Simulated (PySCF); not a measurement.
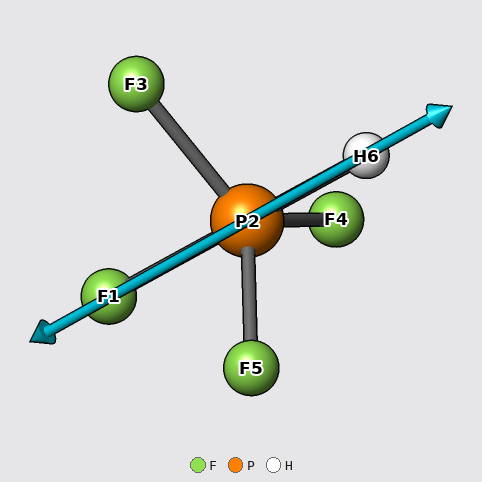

The double arrow shows the direction of the transition dipole to excited singlet state 1 (its length means nothing). Computed geometry: GFN2-xTB optimisation. No frequency run is at hand to confirm it as a minimum. Method: TDDFT PBE0/def2-SVPD, vertical, gas phase, core orbitals frozen in the response (PySCF 2.14.0).

### How is the transition polarised?

Nearly parallel to the F1–P2 bond.

### Give its energy, strength and character.

10.09 eV (123 nm), oscillator strength 0.15, mainly HOMO → LUMO (weight 0.95); transition dipole 1.97 D.

The geometry is semi-empirical. Around P such bond lengths and angles can be off by a tenth of an ångström or more and by several degrees, and values that hang on the shape move with them.
